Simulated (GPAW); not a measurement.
## How the plane-wave cutoff moves the magnetism of free-standing triangular W monolayer, spacing 3.069 A

Wanted: the cheapest choice of the plane-wave cutoff that holds the magnetic results of free-standing triangular W monolayer, spacing 3.069 A.

Program: GPAW 26.7.0. Level of theory: revPBE; plane waves with GPAW's PAW setups, scalar-relativistic. Results are calculated unless marked as measured.

**1. Starting point**

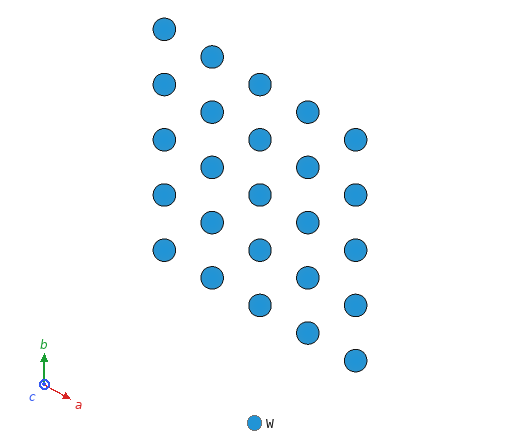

The starting structure, seen from above (tungsten blue). 4×4×1 cells are drawn. Some periodic images of atoms are drawn too.

The cell holds 1 atom: 1 W. Its edges and angles: a = 3.069 Å, b = 3.069 Å, c = 14.000 Å, α = 90.0°, β = 90.0°, γ = 120.0°. model lattice. Vacuum lies along c.

As a file:

```
W
1.0
     3.06900    0.00000    0.00000
    -1.53450    2.65783    0.00000
     0.00000    0.00000   14.00000
W
1
Direct
  0.00000 0.00000 0.50000
```

**2. Rung 1 (250 eV), start ferro +**

The ladder starts at a low cutoff and climbs, to see from where on the results stand still.

order1.py reads:

```python
import json
import numpy as np
from ase import Atoms
from ase.parallel import paropen, parprint
from gpaw import GPAW

atoms = Atoms(['W'],
    cell=[[3.069, 0.0, 0.0],
         [-1.5345, 2.657832, 0.0],
         [0.0, 0.0, 14.0]],
    scaled_positions=[[0.0, 0.0, 0.5]],
    pbc=True,
    magmoms=[1.0])
atoms.calc = GPAW(mode={'name': 'pw', 'ecut': 250},
    xc='revPBE',
    kpts={'size': (10, 10, 1), 'gamma': True},
    occupations={'name': 'fermi-dirac', 'width': 0.05},
    convergence={'density': 1e-05, 'energy': 1e-05},
    maxiter=200,
    symmetry={'tolerance': 1e-4},
    txt='order1.txt')
e = atoms.get_potential_energy(force_consistent=True)
res = {'free_energy': e, 'energy_sigma0': atoms.get_potential_energy(), 'fermi_energy': atoms.calc.get_fermi_level()}
res['moments'] = atoms.get_magnetic_moments().tolist()
res['total'] = atoms.get_magnetic_moment()
parprint('site moments (muB):', np.round(res['moments'], 3))
parprint(f"total moment: {res['total']:.3f} muB")
parprint(f'free energy: {e:.6f} eV')
atoms.calc.write('order1.gpw')
with paropen('results.json', 'w') as f:
    json.dump(res, f)
```

Run with:

```bash
$ OMP_NUM_THREADS=1 python3 order1.py > order1.log
```

Output:

```text
site moments (muB): [0.097]
total moment: 0.153 muB
free energy: -6.799731 eV

--- order1.txt ---
Input parameters:
  mode=PW(ecut=250),
  convergence={'density': 1e-05, 'energy': 1e-05},
  kpts=MonkhorstPack(size=(10, 10, 1), gamma=True),
  maxiter=200,
  occupations=Occupations(name='fermi-dirac', width=0.05),
  symmetry=Symmetry(tolerance=0.0001),
  xc=XC(name='revPBE')

Diagonalizing LCAO Hamiltonian
Converting LCAO to pw mode

       W

Atoms  # Å, Bohr magnetons
|   | symbol |        x |        y |        z |    initial magnetic moments |
|---|--------|----------|----------|----------|-----------------------------|
| 0 |      W | 0.000000 | 0.000000 | 7.000000 | ( 0.0000,  0.0000,  1.0000) |

Unit cell  # Å
| periodic |         x |        y |         z |   lengths |     angles |
|----------|-----------|----------|-----------|-----------|------------|
|      yes |  3.069000 | 0.000000 |  0.000000 |  3.069000 |  90.000000 |
|      yes | -1.534500 | 2.657832 |  0.000000 |  3.069000 |  90.000000 |
|      yes |  0.000000 | 0.000000 | 14.000000 | 14.000000 | 120.000000 |

Number of symmetries: 24

BZ-sampling:
  Number of BZ points: 100
  Number of IBZ points: 14

  Monkhorst-Pack size: [10, 10, 1]
  Monkhorst-Pack shift: [0.05, 0.05, 0.0]

Plane wave coefficients: 1036
Cutoff: 250.0 eV

Spin-components: 2 (collinear spins)
Bands:           13
Projectors:      6
Spin-degeneracy: 1
Datatype:        complex128

Parallelization:
  kpt:    1
  domain: 1
  band:   1

Density:
  Valence electrons: 14.0
  Components: 2
  Grid points: [12 12 54]
  Charge: 0.0  # |e|

Potential:
  Grid points: [12 12 54]

[... setups left out ...]
Reference energy: -438781.139344  # eV

eigensolver:
  PPCG
  Converge bands: occupied
  niter=2

density mixing:
  MSR1-Mixer
  Pratt-step length: 0.05
  Maximum mixing coefficient: 0.75
  Old densities: 10
  SVD Regularization: 0.005
  Good broyden scale: 1.0
  Trust region scale: 1.0
  Backstep threshold: 4.0
  History deletion threshold: 6.0
  Fourier metric: weight=20.0, sigma=0.015

occupation numbers:
  Fermi-Dirac:
    width: 0.0500  # eV

poisson solver:
  ecut: 2000.0  # eV

xc functional:
  name: revPBE with 2 nearest neighbor stencil

convergence criteria:
- Maximum integral of absolute [dens]ity change: 1e-05 electrons / valence electron
- Maximum [total energy] change in last 3 cyles: 1e-05 eV / valence electron
- Maximum integral of absolute [eigenst]ate change: 4e-08 eV^2 / valence electron
maximum number of iterations: 200

SCF iterations
|iter     |      energy | eigst |  dens |  magmom |
|---------|-------------|-------|-------|---------|
|iter:   1|       0s |   -7.112903 | -0.56 |       |  +1.0011|
|iter:   2|       1s |   -7.050240 | -2.13 | -0.92 |  +0.9758|
|iter:   3|       1s |   -6.769651 | -1.34 | -0.95 |  +0.6745|
|iter:   4|       2s |   -6.784851 | -2.82 | -1.51 |  +0.5725|
|iter:   5|       2s |   -6.794939 | -3.21 | -1.75 |  +0.4702|
|iter:   6|       2s |   -6.796716 | -3.87 | -2.23 |  +0.4637|
|iter:   7|       3s |   -6.800551 | -3.55 | -2.34 |  +0.5095|
|iter:   8|       3s |   -6.800345 | -5.00 | -2.13 |  +0.5178|
|iter:   9|       4s |   -6.799854 | -5.23 | -2.18 |  +0.5259|
|iter:  10|       4s |   -6.797454 | -4.12 | -2.25 |  +0.4766|
|iter:  11|       5s |   -6.795409 | -3.98 | -2.35 |  +0.3837|
|iter:  12|       5s |   -6.793165 | -3.80 | -2.41 |  +0.3033|
|iter:  13|       6s |   -6.793386 | -5.14 | -2.47 |  +0.2883|
|iter:  14|       6s |   -6.791503 | -4.11 | -2.40 |  +0.2499|
|iter:  15|       6s |   -6.790586 | -4.48 | -2.52 |  +0.2137|
|iter:  16|       7s |   -6.790116 | -4.54 | -2.61 |  +0.1834|
|iter:  17|       7s |   -6.791619 | -4.07 | -2.77 |  +0.2555|
|iter:  18|       8s |   -6.790205 | -4.29 | -2.57 |  +0.1889|
|iter:  19|       8s |   -6.790846 | -3.98 | -2.78 |  +0.1247|
|iter:  20|       9s |   -6.790997 | -5.08 | -2.93 |  +0.1218|
|iter:  21|       9s |   -6.790622 | -5.55 | -2.97 |  +0.1382|
|iter:  22|      10s |   -6.790301 | -5.17 | -3.27 |  +0.1541|
|iter:  23|      10s |   -6.790307 | -6.54 | -3.84 |  +0.1525|
|iter:  24|      11s |   -6.790297c| -7.30 | -4.49 |  +0.1533|
|iter:  25|      11s |   -6.790298c| -7.76c| -4.99 |  +0.1532|
|iter:  26|      11s |   -6.790297c| -8.22c| -5.54c|  +0.1533|

Converged in 26 steps
Energy contributions relative to reference atoms: (reference = -438781.139344)

Energy contributions:
  Kinetic:         -22.106142
  Coulomb:          17.240776
  Zero:              0.189891
  External:          0.000000
  Xc:               -2.105388
  Entropy:          -0.018868
  Spinorbit:         0.000000
  ----------------------------
  Free energy:      -6.799731
  Extrapolated:     -6.790297

dipole moment: (-5.707614, -9.885878, 0.000014)  # |e|*Ang

Total magnetic moment: (0.000000, 0.000000, 0.153295)

Local magnetic moments
|        x |        y |        z |
|----------|----------|----------|
| 0.000000 | 0.000000 | 0.097007 |  # W    0

Fermi level: -2.194
Eigenvalues  # (at kpt = [0.000, 0.000, 0.000])
| band index |      eig [eV] | occ [0-1] |      eig [eV] | occ [0-1] |
|------------|---------------|-----------|---------------|-----------|
|          0 |       -76.408 |     1.000 |       -76.358 |     1.000 |
|          1 |       -41.097 |     1.000 |       -40.976 |     1.000 |
|          2 |       -40.391 |     1.000 |       -40.347 |     1.000 |
|          3 |       -40.391 |     1.000 |       -40.347 |     1.000 |
|          4 |        -7.581 |     1.000 |        -7.560 |     1.000 |
|          5 |        -3.221 |     1.000 |        -2.934 |     1.000 |
|          6 |        -2.071 |     0.078 |        -2.037 |     0.041 |
|          7 |        -2.071 |     0.078 |        -2.036 |     0.041 |
|          8 |        -1.357 |     0.000 |        -1.249 |     0.000 |
|          9 |        -0.177 |     0.000 |        -0.093 |     0.000 |
|         10 |        -0.177 |     0.000 |        -0.093 |     0.000 |
|         11 |         2.379 |     0.000 |         2.407 |     0.000 |
|         12 |         3.289 |     0.000 |         3.312 |     0.000 |

No gap
No difference between direct/indirect transitions
```

It took 14 s on 1 MPI rank of Intel Xeon Platinum 8488C (Sapphire Rapids), shared host; peak memory 0.15 GiB.

Spin moment in the augmentation sphere by atom:

```tsv
atom	spin moment in the augmentation sphere (μB)
W1	0.0970
```

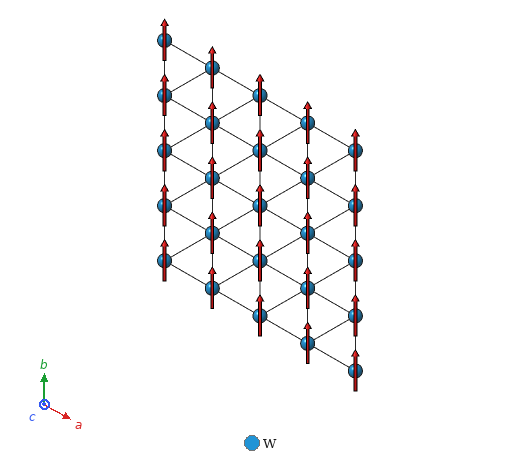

Spin moment in the augmentation sphere as arrows, the longest 0.0970 μB. Up and down stand for the sign. Arrows give size and sign along the axis of quantisation, drawn up and down the page. 4×4×1 cells are drawn. Some periodic images of atoms are drawn too.

This step gave:

| Quantity | Value |
| --- | --- |
| magnetization | 0.1533 μB |
| final state | weakly magnetic |

After 26 cycles the largest moment is only 0.097 μB.

**3. Rung 1 (250 eV), start antiferro q=(0,1/2,0) +-**

The second start gives the energy difference between the two end states, the quantity that is followed up the ladder. Its q is in fractions of the reciprocal vectors of the first run's cell.

order2.py is the script of step 2 with these lines changed:

```diff
@@ -6,12 +6,13 @@
 
-atoms = Atoms(['W'],
+atoms = Atoms(['W', 'W'],
     cell=[[3.069, 0.0, 0.0],
-         [-1.5345, 2.657832, 0.0],
+         [-3.069, 5.315664, 0.0],
          [0.0, 0.0, 14.0]],
-    scaled_positions=[[0.0, 0.0, 0.5]],
+    scaled_positions=[[0.0, 0.0, 0.5],
+         [0.0, 0.5, 0.5]],
     pbc=True,
-    magmoms=[1.0])
+    magmoms=[1.0, -1.0])
 atoms.calc = GPAW(mode={'name': 'pw', 'ecut': 250},
     xc='revPBE',
-    kpts={'size': (10, 10, 1), 'gamma': True},
+    kpts={'size': (10, 5, 1), 'gamma': True},
     occupations={'name': 'fermi-dirac', 'width': 0.05},
@@ -20,3 +21,3 @@
     symmetry={'tolerance': 1e-4},
-    txt='order1.txt')
+    txt='order2.txt')
 e = atoms.get_potential_energy(force_consistent=True)
@@ -28,3 +29,3 @@
 parprint(f'free energy: {e:.6f} eV')
-atoms.calc.write('order1.gpw')
+atoms.calc.write('order2.gpw')
 with paropen('results.json', 'w') as f:
```

Run with:

```bash
$ OMP_NUM_THREADS=1 python3 order2.py > order2.log
```

Output:

```text
site moments (muB): [ 1.348 -1.348]
total moment: 0.000 muB
free energy: -13.954112 eV

--- order2.txt ---
Input parameters:
  mode=PW(ecut=250),
  convergence={'density': 1e-05, 'energy': 1e-05},
  kpts=MonkhorstPack(size=(10, 5, 1), gamma=True),
  maxiter=200,
  occupations=Occupations(name='fermi-dirac', width=0.05),
  symmetry=Symmetry(tolerance=0.0001),
  xc=XC(name='revPBE')

Diagonalizing LCAO Hamiltonian
Converting LCAO to pw mode

         W
           W

Atoms  # Å, Bohr magnetons
|   | symbol |         x |        y |        z |    initial magnetic moments |
|---|--------|-----------|----------|----------|-----------------------------|
| 0 |      W |  0.000000 | 0.000000 | 7.000000 | ( 0.0000,  0.0000,  1.0000) |
| 1 |      W | -1.534500 | 2.657832 | 7.000000 | ( 0.0000,  0.0000, -1.0000) |

Number of symmetries: 4

BZ-sampling:
  Number of BZ points: 50
  Number of IBZ points: 26

  Monkhorst-Pack size: [10, 5, 1]
  Monkhorst-Pack shift: [0.05, 0.0, 0.0]

Plane wave coefficients: 2068
Cutoff: 250.0 eV

Spin-components: 2 (collinear spins)
Bands:           21
Projectors:      12
Spin-degeneracy: 1
Datatype:        complex128

Parallelization:
  kpt:    1
  domain: 1
  band:   1

Density:
  Valence electrons: 28.0
  Components: 2
  Grid points: [12 24 54]
  Charge: 0.0  # |e|

Potential:
  Grid points: [12 24 54]

[... setups left out ...]
Reference energy: -877562.278689  # eV

convergence criteria:
- Maximum integral of absolute [dens]ity change: 1e-05 electrons / valence electron
- Maximum [total energy] change in last 3 cyles: 1e-05 eV / valence electron
[...]
|iter:  15|      32s |  -13.936329c| -5.88 | -3.32 |  +0.0000|
|iter:  16|      35s |  -13.936339c| -6.44 | -4.05 |  +0.0000|
|iter:  17|      37s |  -13.936336c| -7.05 | -4.65 |  +0.0000|
|iter:  18|      39s |  -13.936337c| -7.47c| -5.15c|  +0.0000|

Converged in 18 steps
Energy contributions relative to reference atoms: (reference = -877562.278689)

Energy contributions:
  Kinetic:         -31.441437
  Coulomb:          24.448517
  Zero:              0.330418
  External:          0.000000
  Xc:               -7.256058
  Entropy:          -0.035552
  Spinorbit:         0.000000
  ----------------------------
  Free energy:     -13.954112
  Extrapolated:    -13.936337

dipole moment: (-11.405140, -19.754273, 0.000028)  # |e|*Ang

Total magnetic moment: (0.000000, 0.000000, 0.000005)

Local magnetic moments
|        x |        y |         z |
|----------|----------|-----------|
| 0.000000 | 0.000000 |  1.348324 |  # W    0
| 0.000000 | 0.000000 | -1.348323 |  # W    1

Fermi level: -2.204
Eigenvalues  # (at kpt = [0.000, 0.000, 0.000])
| band index |      eig [eV] | occ [0-1] |      eig [eV] | occ [0-1] |
|------------|---------------|-----------|---------------|-----------|
|          0 |       -76.277 |     1.000 |       -76.277 |     1.000 |
|        ... |               |           |               |           |
|          4 |       -40.514 |     1.000 |       -40.514 |     1.000 |
|          5 |       -39.783 |     1.000 |       -39.783 |     1.000 |
|          6 |       -39.771 |     1.000 |       -39.771 |     1.000 |
|          7 |       -39.740 |     1.000 |       -39.740 |     1.000 |
[...]
|         17 |        -0.224 |     0.000 |        -0.224 |     0.000 |
|         18 |         0.446 |     0.000 |         0.446 |     0.000 |
|         19 |         0.707 |     0.000 |         0.707 |     0.000 |
|         20 |         1.906 |     0.000 |         1.906 |     0.000 |

No gap
No difference between direct/indirect transitions
```

Run time: 45 s. Hardware: 1 MPI rank; peak memory 0.21 GiB.

Spin moment in the augmentation sphere by atom:

```tsv
atom	spin moment in the augmentation sphere (μB)
W1	1.35
W2	-1.35
```

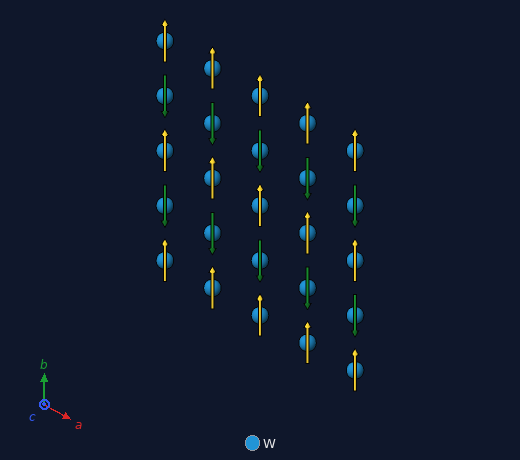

Spin moment in the augmentation sphere as arrows, the longest 1.35 μB. Up and down stand for the sign. Arrows give size and sign along the axis of quantisation, drawn up and down the page. The two directions have two colours. 4×2×1 cells are drawn. Some periodic images of atoms are drawn too.

Numbers from this step:

| Quantity | Value |
| --- | --- |
| magnetization | 0 μB |
| final state | antiferromagnetic |

This start lies -177.3 meV a seeded atom from the first; its largest moment is 1.35 μB.

**4. Rung 2 (325 eV), start ferro +**

order1.py is the script of step 2 with these lines changed:

```diff
@@ -13,3 +13,3 @@
     magmoms=[1.0])
-atoms.calc = GPAW(mode={'name': 'pw', 'ecut': 250},
+atoms.calc = GPAW(mode={'name': 'pw', 'ecut': 325},
     xc='revPBE',
```

Run with:

```bash
$ OMP_NUM_THREADS=1 python3 order1.py > order1.log
```

Output:

```text
site moments (muB): [0.098]
total moment: 0.153 muB
free energy: -6.936952 eV

--- order1.txt ---
Input parameters:
  mode=PW(ecut=325),
  convergence={'density': 1e-05, 'energy': 1e-05},
  kpts=MonkhorstPack(size=(10, 10, 1), gamma=True),
  maxiter=200,
  occupations=Occupations(name='fermi-dirac', width=0.05),
  symmetry=Symmetry(tolerance=0.0001),
  xc=XC(name='revPBE')

Diagonalizing LCAO Hamiltonian
[...]
|          3 |       -40.384 |     1.000 |       -40.340 |     1.000 |
|          4 |        -7.565 |     1.000 |        -7.544 |     1.000 |
[...]
|          9 |        -0.189 |     0.000 |        -0.105 |     0.000 |
|         10 |        -0.189 |     0.000 |        -0.105 |     0.000 |
|         11 |         2.372 |     0.000 |         2.403 |     0.000 |
|         12 |         3.272 |     0.000 |         3.295 |     0.000 |

No gap
No difference between direct/indirect transitions


[key lines of the parts left out:]
Free energy:      -6.936952
Converged in 22 steps
dipole moment: (-5.710214, -9.890381, 0.000014)  # |e|*Ang
Fermi level: -2.195
```

Elapsed: 15 s, on 1 MPI rank; peak memory 0.16 GiB.

This step gave:

- magnetization: 0.1528 μB
- final state: weakly magnetic
- largest moment: 0.09759 μB

After 22 cycles the largest moment is only 0.098 μB.

**5. Rung 2 (325 eV), start antiferro q=(0,1/2,0) +-**

order2.py is the script of step 3 with these lines changed:

```diff
@@ -14,3 +14,3 @@
     magmoms=[1.0, -1.0])
-atoms.calc = GPAW(mode={'name': 'pw', 'ecut': 250},
+atoms.calc = GPAW(mode={'name': 'pw', 'ecut': 325},
     xc='revPBE',
```

Run with:

```bash
$ OMP_NUM_THREADS=1 python3 order2.py > order2.log
```

Output:

```text
site moments (muB): [ 1.386 -1.386]
total moment: 0.000 muB
free energy: -14.236541 eV

--- order2.txt ---
Input parameters:
  mode=PW(ecut=325),
  convergence={'density': 1e-05, 'energy': 1e-05},
  kpts=MonkhorstPack(size=(10, 5, 1), gamma=True),
  maxiter=200,
  occupations=Occupations(name='fermi-dirac', width=0.05),
  symmetry=Symmetry(tolerance=0.0001),
  xc=XC(name='revPBE')

Diagonalizing LCAO Hamiltonian
[...]
|          6 |       -39.744 |     1.000 |       -39.744 |     1.000 |
|          7 |       -39.704 |     1.000 |       -39.704 |     1.000 |
[...]
|         17 |        -0.212 |     0.000 |        -0.212 |     0.000 |
|         18 |         0.456 |     0.000 |         0.456 |     0.000 |
|         19 |         0.725 |     0.000 |         0.725 |     0.000 |
|         20 |         1.913 |     0.000 |         1.913 |     0.000 |

No gap
No difference between direct/indirect transitions


[key lines of the parts left out:]
Free energy:     -14.236541
Converged in 23 steps
dipole moment: (-11.409747, -19.762249, 0.000028)  # |e|*Ang
Fermi level: -2.195
```

Elapsed: 81 s, on 1 MPI rank; peak memory 0.25 GiB.

This step gave:

| Property | Result |
| --- | --- |
| magnetization | 0 μB |
| final state | antiferromagnetic |
| largest moment | 1.386 μB |

This start lies -181.3 meV a seeded atom from the first, a change of -4.0 meV since rung 1; its largest moment is 1.39 μB.

**6. Rung 3 (400 eV), start ferro +**

order1.py is the script of step 4 with these lines changed:

```diff
@@ -13,3 +13,3 @@
     magmoms=[1.0])
-atoms.calc = GPAW(mode={'name': 'pw', 'ecut': 325},
+atoms.calc = GPAW(mode={'name': 'pw', 'ecut': 400},
     xc='revPBE',
```

Run with:

```bash
$ OMP_NUM_THREADS=1 python3 order1.py > order1.log
```

Output:

```text
site moments (muB): [0.097]
total moment: 0.152 muB
free energy: -6.978354 eV

--- order1.txt ---
Input parameters:
  mode=PW(ecut=400),
  convergence={'density': 1e-05, 'energy': 1e-05},
  kpts=MonkhorstPack(size=(10, 10, 1), gamma=True),
  maxiter=200,
  occupations=Occupations(name='fermi-dirac', width=0.05),
  symmetry=Symmetry(tolerance=0.0001),
  xc=XC(name='revPBE')

Diagonalizing LCAO Hamiltonian
[...]
|          3 |       -40.373 |     1.000 |       -40.329 |     1.000 |
|          4 |        -7.563 |     1.000 |        -7.542 |     1.000 |
[...]
|          9 |        -0.192 |     0.000 |        -0.109 |     0.000 |
|         10 |        -0.192 |     0.000 |        -0.109 |     0.000 |
|         11 |         2.372 |     0.000 |         2.400 |     0.000 |
|         12 |         3.268 |     0.000 |         3.291 |     0.000 |

No gap
No difference between direct/indirect transitions


[key lines of the parts left out:]
Free energy:      -6.978354
Converged in 24 steps
dipole moment: (-5.710456, -9.890801, 0.000014)  # |e|*Ang
Fermi level: -2.195
```

Wall time 20 s (1 MPI rank); peak memory 0.18 GiB.

Numbers from this step:

```
magnetization  : 0.1519 μB
final state    : weakly magnetic
largest moment : 0.09731 μB
```

After 24 cycles the largest moment is only 0.097 μB.

**7. Rung 3 (400 eV), start antiferro q=(0,1/2,0) +-**

order2.py is the script of step 5 with these lines changed:

```diff
@@ -14,3 +14,3 @@
     magmoms=[1.0, -1.0])
-atoms.calc = GPAW(mode={'name': 'pw', 'ecut': 325},
+atoms.calc = GPAW(mode={'name': 'pw', 'ecut': 400},
     xc='revPBE',
```

Run with:

```bash
$ OMP_NUM_THREADS=1 python3 order2.py > order2.log
```

Output:

```text
site moments (muB): [ 1.399 -1.399]
total moment: 0.000 muB
free energy: -14.323135 eV

--- order2.txt ---
Input parameters:
  mode=PW(ecut=400),
  convergence={'density': 1e-05, 'energy': 1e-05},
  kpts=MonkhorstPack(size=(10, 5, 1), gamma=True),
  maxiter=200,
  occupations=Occupations(name='fermi-dirac', width=0.05),
  symmetry=Symmetry(tolerance=0.0001),
  xc=XC(name='revPBE')

Diagonalizing LCAO Hamiltonian
[...]
|          6 |       -39.727 |     1.000 |       -39.727 |     1.000 |
|          7 |       -39.683 |     1.000 |       -39.683 |     1.000 |
[...]
|         17 |        -0.208 |     0.000 |        -0.208 |     0.000 |
|         18 |         0.458 |     0.000 |         0.458 |     0.000 |
|         19 |         0.730 |     0.000 |         0.730 |     0.000 |
|         20 |         1.903 |     0.000 |         1.903 |     0.000 |

No gap
No difference between direct/indirect transitions


[key lines of the parts left out:]
Free energy:     -14.323135
Converged in 19 steps
dipole moment: (-11.409991, -19.762673, 0.000028)  # |e|*Ang
Fermi level: -2.193
```

The job ended after 85 s (1 MPI rank; peak memory 0.3 GiB).

Read from the output:

| Quantity | Value |
| --- | --- |
| magnetization | 0 μB |
| final state | antiferromagnetic |
| largest moment | 1.399 μB |

This start lies -183.2 meV a seeded atom from the first, a change of -1.9 meV since rung 2; its largest moment is 1.40 μB.

(Continued in part 2 of 2.)

[Logs and program files are shortened in this print: banners, set-up blocks, solver, clock and traceback lines can be left out without a mark of their own.]

[Logs are printed without paths, hosts, clocks, repeated set-up lines and the standing remarks that a program may print on its own settings, such as how far it seeks lower states.]

[Hosts, paths, dates, database ids (printed as entryN), source tags and the programs' standing remarks are cut or masked in the printed files.]

[Where a cell is said to come from a database of computed structures, the database is the Materials Project.]
